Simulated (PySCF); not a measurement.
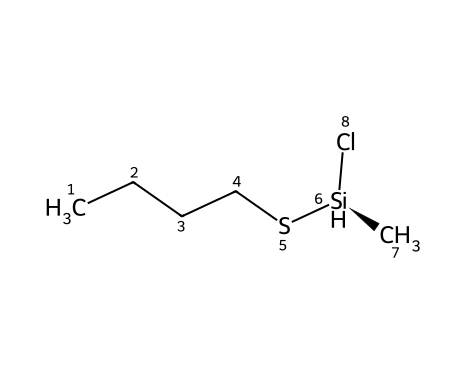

A structural formula, with wedges where it has stereocentres; small numbers name the atoms. The configuration is that of a computed structure (PBE0-D3(BJ)/def2-SVP).

> Assign CIP descriptors.

Si6: S.
